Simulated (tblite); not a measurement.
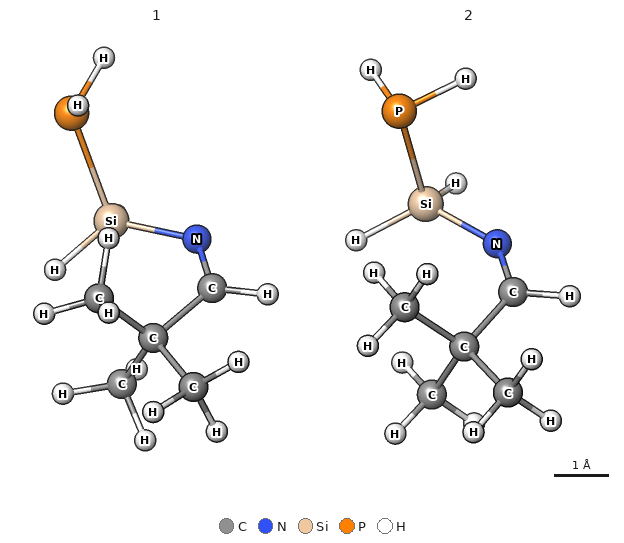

Two geometries of C₅H₁₄NPSi, drawn at one scale. One is the start of a relaxation, the other its converged end. A ball-and-stick model, seen from a free direction.

Theory: tblite 0.8.0, GFN2-xTB geometry optimisation, gas phase. 

**Which of the two is the end point?**

Structure 2 is the relaxed one. After 230 geometry steps the energy has fallen by 174.5 kJ/mol. The atom that moves furthest after the best rigid fit is an H atom (1.78 Å). By element the largest moves are H 1.78 Å, P 0.63 Å, Si 0.35 Å, N 0.23 Å, C 0.22 Å. Among the contacts that change: C–H 1.142 → 1.088 Å, H–P 1.434 → 1.380 Å, C–C 1.491 → 1.533 Å, N–Si 1.745 → 1.704 Å. Among the angles between lasting bonds that change: H–P–H 115.7° → 92.4°, Si–P–H 110.7° → 94.0°, C–N–Si 125.7° → 142.1°. Groups turn about C–C by about 50°, C–C by about 45°, C–C by about 25°. Cost: 2.3 s on 1 thread of Arm Neoverse V1 (shared host).
